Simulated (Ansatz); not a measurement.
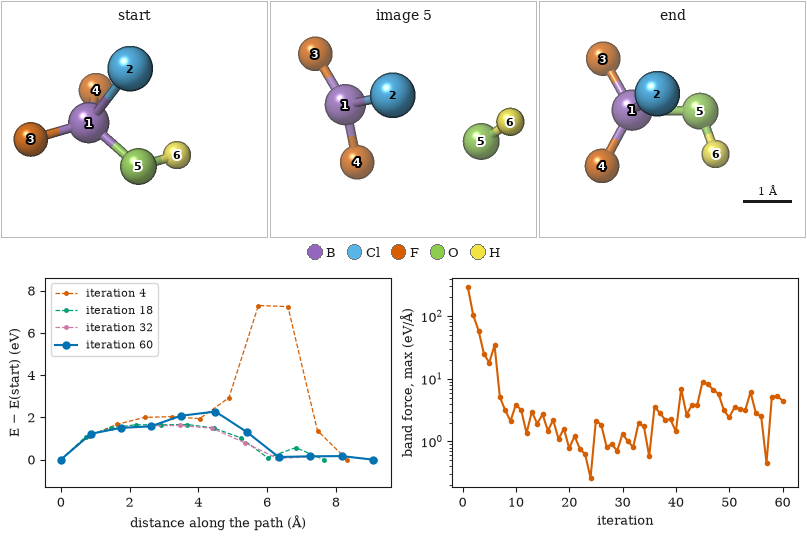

A search for the minimum-energy path of BHOClF2 (multiplicity 2) by the nudged elastic band. Images are numbered from 0 (start) to 10 (end). The plot follows the band through its iterations. The picture is a ball-and-stick view, seen from a free direction.

Computed with Ansatz 0.2.0, UKS PBE-D4/def2-SVP. Settings: 9 movable images; climbing image; force threshold 0.05 eV/Å; iteration limit 60; starting path through a guess of the saddle point.

How did the profile develop, and is the result final?

The result isn't final. The band hadn't converged when the run stopped after 60 iterations. The largest component of the band force went from 290 to 4.5 eV/Å. The barrier read from it is provisional: over the last two iterations the highest image moved from 2.47 eV to 2.28 eV. The first iteration put the highest image at 65.32 eV. The two ends have the same energy, and the highest point, image 5, lies 2.28 eV above the start.

The run took 16 min on 2 threads of Arm Neoverse V1 (shared host), peak memory 0.2 GiB.
